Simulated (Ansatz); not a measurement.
```xyz
11

S    -0.7197    2.1470   -0.1493
C     0.4814    0.8192    0.2544
O     0.0542   -0.0517    1.3178
Si   -0.6130   -1.4407    0.5390
Si    0.5269   -0.4436   -1.2447
H    -0.6896    2.7537    1.0742
H     1.4488    1.2796    0.5431
H    -0.1140   -2.6931    1.2044
H    -2.1181   -1.4765    0.5184
H     1.9192   -0.9524   -1.5048
H    -0.1106    0.0015   -2.5323
```

All numbers below come from RKS PBE-D4/def2-SVP in Ansatz.

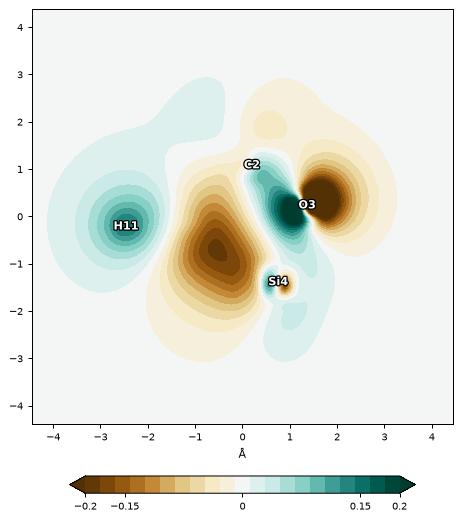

CH6OSSi2. The HOMO−1 on the plane of atoms C2, O3 and Si4 (values in Å⁻³ᐟ²; the overall sign is arbitrary).

Describe this orbital and give its energy.

Answer. It lies mainly on O3 (about 40 %), S1 (about 15 %), Si4 (about 10 %), Si5 (about 10 %), C2 (about 10 %) and H9 (about 5 %). Its energy is −6.44 eV.
